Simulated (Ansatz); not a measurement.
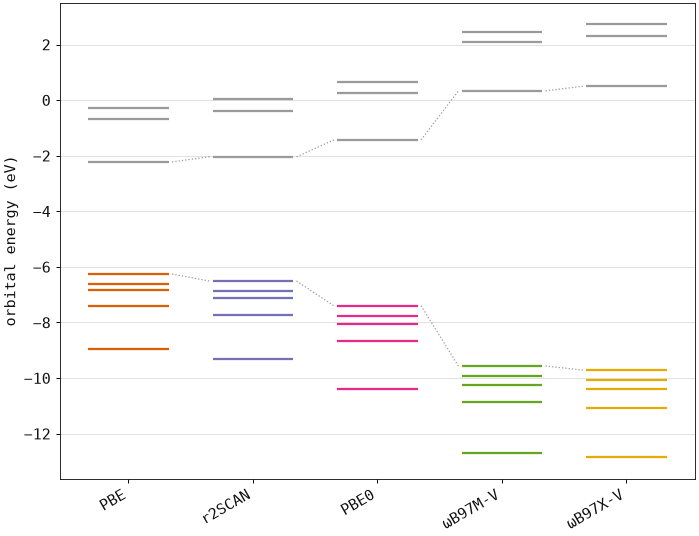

Frontier orbital energies of C₃H₇GaS, SMILES C/C=[CH]\[GaH][SH], singlet at one geometry, def2-TZVPP, the Ansatz code 0.2.0, at a PBE0-D4/def2-TZVP geometry (no frequency check). Empty levels are grey, levels within 0.1 eV stand side by side; all columns show the same few orbitals around the gap. Dotted lines join the HOMOs and the LUMOs.

Q: How do the frontier levels move from column to column?

A: The separation grows from 4.03 eV (PBE) to 10.21 eV (ωB97X-V).

```csv
level,HOMO (eV),LUMO (eV),separation (eV)
PBE,−6.26,−2.22,4.03
r2SCAN,−6.51,−2.04,4.47
PBE0,−7.40,−1.43,5.97
ωB97M-V,−9.57,0.33,9.90
ωB97X-V,−9.71,0.50,10.21
```

Caveats, for all or some of the runs: empty levels above zero depend strongly on the basis; no scalar relativity up to krypton; one conformer of a flexible molecule.
